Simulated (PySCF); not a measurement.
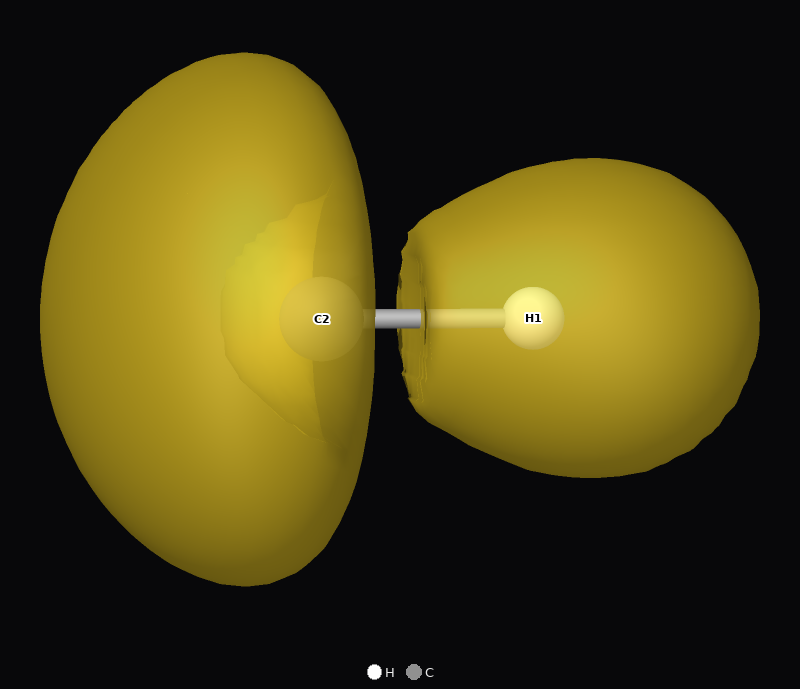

CH (charge −1, triplet). Isosurface of the electron localisation function at 0.8 (yellow), seen from one side. Only the valence region is drawn (cores and ρ < 0.01 e/Å³ removed).

Level of theory: PySCF 2.14.0, PBE0/aug-cc-pVDZ-DK/X2C, spin-free X2C-1e, Gaussian nucleus, at a bond length of 1.151 Å.

Where are the electrons localised?

The ELF exceeds this value in one region around a hydrogen nucleus and one lobe on C, pointing away from the bonds (non-bonding electrons). Along the contacts the grid gives the following. C–H (1.15 Å): the ELF climbs to about 1 towards the hydrogen, as it does in any bond to H: a covalent bond by its length.
